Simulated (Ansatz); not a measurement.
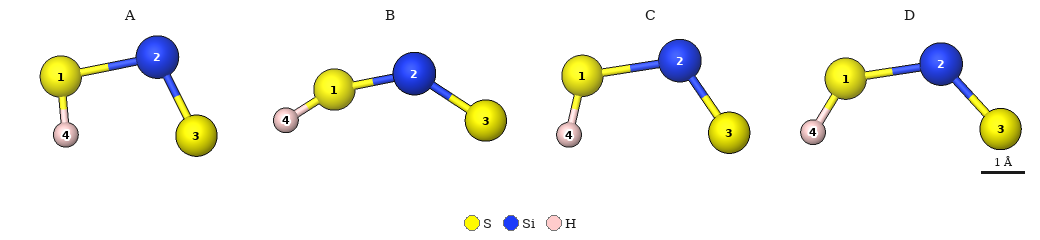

4 geometries from one relaxation of SiHS$_{2}$ (charge −1), in shuffled order. A ball-and-stick model, seen face on.

It is one of the separated reactants of a reaction.

Method: RKS PBE-D4/def2-SVPD (Ansatz). (force threshold 0.03 eV/Å; at most 250 steps)

**Put them in the order of the run, from the start to the converged end.**

B, D, C, A. They are steps 0, 2, 4, 9, at +147.4 kJ/mol, +33.7 kJ/mol, +10.2 kJ/mol relative to the last. Over 9 geometry steps the energy falls by 147.4 kJ/mol. Largest force component: 3.5 eV/Å at the start, 0.022 eV/Å at the end. The largest move after the best rigid fit is that of H4, 0.99 Å. Largest moves by element: H 0.99 Å, S 0.77 Å, Si 0.42 Å. Near-neighbour distances that change, for instance: S1–Si2 1.994 → 2.318 Å, Si2–S3 1.994 → 2.063 Å, S1–H4 1.360 → 1.366 Å. Bond angles that change, for instance: Si2–S1–H4 145.3° → 95.7°, S1–Si2–S3 133.7° → 105.8°. Groups turn about S1–Si2 by about 65°. The run took 11 s on 2 threads of Arm Neoverse V1, on a shared host.
